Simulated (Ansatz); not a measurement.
## Electronic structure of CH₂AlF (SMILES [CH2-][Al][F]) (charge −1, doublet) in real space

```
atom    x (Å)    y (Å)    z (Å)
   C  -1.2798  -0.5641  -0.4694
  Al  -2.7292   0.0541   0.5868
   F  -2.3604   1.0309   1.9959
   H  -1.4960  -1.1913  -1.3519
   H  -0.4815   0.1678  -0.7040
```

Geometry: B3LYP-D3(BJ)/def2-SVPD.

The calculation used isolated molecule in a Gaussian basis; Kohn-Sham density functional theory, functional PBE0 in Ansatz.

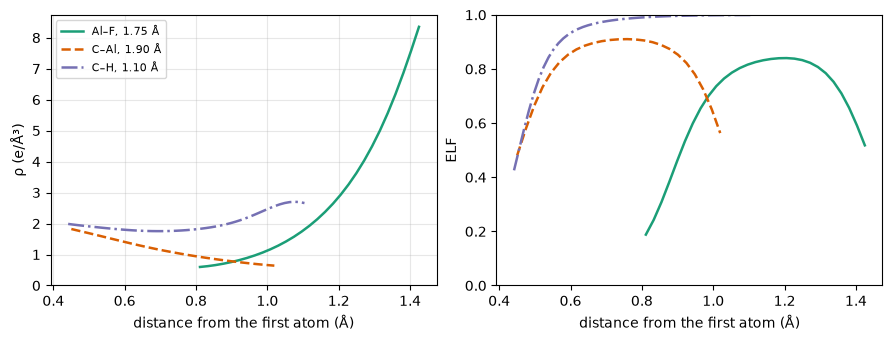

Figure 1. Total electron density and electron localisation function along straight lines between neighbouring atoms. The curves leave out the atomic cores.

What can be read from the curves?

Al–F (1.75 Å): ρ at the midpoint is about 0.7 e/Å³; the ELF peaks at about 0.85 in the valence shell of F, 0.5 Å from its nucleus, and is about 0.40 at the midpoint.
C–Al (1.90 Å): ρ at the midpoint is about 0.72 e/Å³; the ELF peaks at about 0.90 between the atoms; a shared but strongly polarised pair.
C–H (1.10 Å): ρ is about 1.8 e/Å³ halfway; the ELF climbs to about 1 towards the hydrogen, as it does in any bond to H: a covalent bond by its length.

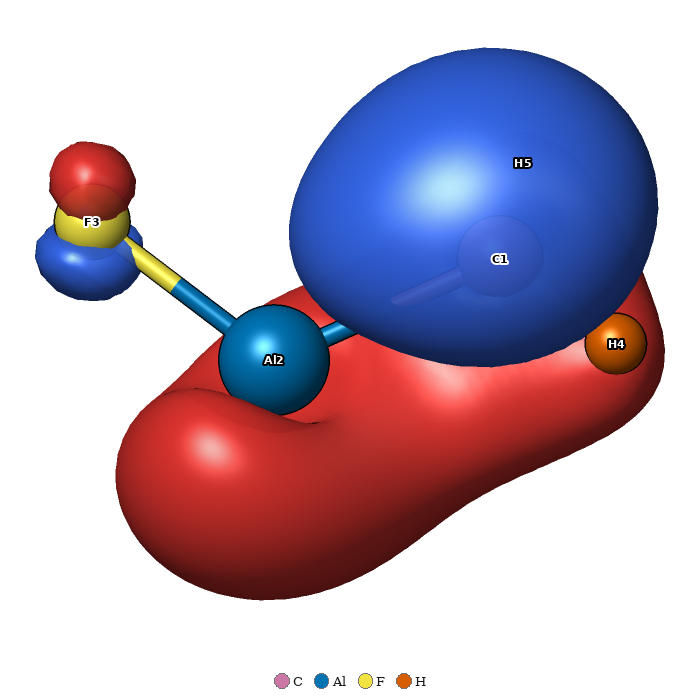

Figure 2. The HOMO−1 (α) at ±0.1 Å⁻³ᐟ² (red and blue are the two phases), seen at a tilt.

What is the character of this orbital?

It lies mainly on C1 (about 55 %) and Al2 (about 35 %). Its energy is −0.70 eV.
